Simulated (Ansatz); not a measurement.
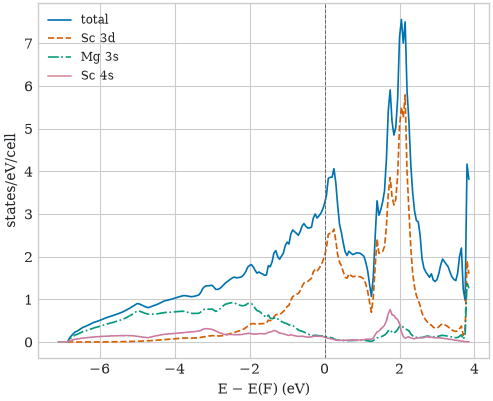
Figure: Total and projected density of states of Mg3Sc (Cu3Au type, space group No. 221), the program Ansatz at the r²SCAN level (PAW)

Problem. Which orbitals carry the states next to the Fermi level?

Solution. Within 0.5 eV of the Fermi level: Sc 3d 62 %, outside the projected shells 31 %. Projections are on Löwdin-orthogonalised atomic valence shells; empty p or d shells of many metals are not among them.

Space group Pm-3m (Cu3Au type). The first step of the workflow began from a Materials Project structure, measured or hypothetical; the Crystallography Open Database copy checked does not list it. With Mg and Sc taken as one species the cell has the higher symmetry Fm-3m, so it may be an ordered model of a mixed-site phase. Its standing as an ambient phase is unchecked. The r²SCAN relaxation kept the symmetry of its start; its stability against distortions is not shown here. No spin polarisation was allowed.

Potentials: the later of the program's two PAW sets.
